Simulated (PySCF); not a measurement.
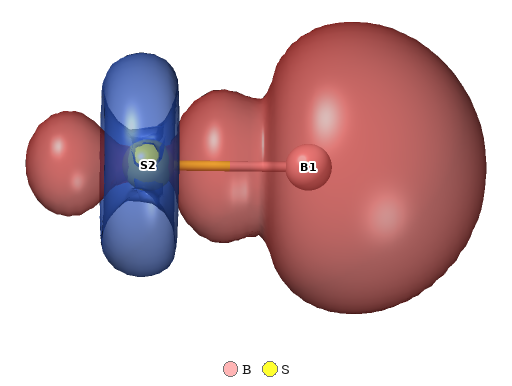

Figure. BS (doublet). Isosurfaces of the spin density (α minus β) at +0.015 (red) and −0.015 e/Å³ (blue), seen from one side.

All numbers below come from PBE0/pcseg-1, non-relativistic, at a bond length of 1.618 Å in PySCF.

### Describe the spin distribution.

The unpaired spin (1 electron) lies mostly on B1 (about 1.0), in electrons by Hirshfeld's partition.
